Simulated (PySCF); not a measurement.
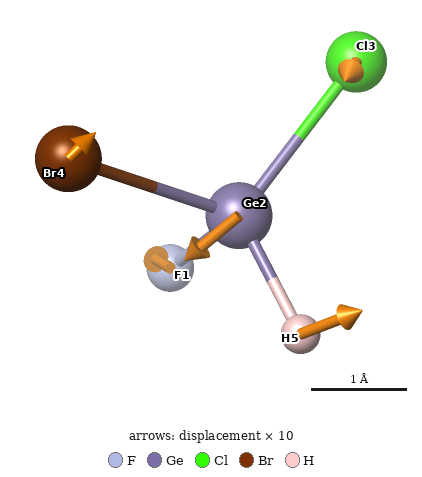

A relaxation of GeHBrClF. The starting structure is drawn; orange arrows show the displacements, 10 times their true length. The two geometries are superimposed by the best rigid fit.

Style: ball-and-stick. Shown at a tilt.

The start comes from GFN2-xTB. Its atoms were then displaced at random by about 0.01 Å.

Level of theory: PySCF, PBE0-D3(BJ)/def2-SVP geometry optimisation, gas phase. 

Describe the change and its energy.

The energy falls by 1.75 kcal/mol in 7 geometry steps. The largest move after the best rigid fit is that of H5, 0.083 Å. Largest moves by element: H 0.083 Å, Ge 0.079 Å, F 0.062 Å, Cl 0.045 Å, Br 0.041 Å. Among the contacts that change: Ge2–Cl3 2.095 → 2.129 Å, Ge2–Br4 2.305 → 2.274 Å, Ge2–H5 1.500 → 1.525 Å, F1–Ge2 1.733 → 1.726 Å. Bond angles that change, for instance: F1–Ge2–H5 102.3° → 108.9°, Cl3–Ge2–H5 118.0° → 111.6°, F1–Ge2–Br4 104.1° → 107.3°.
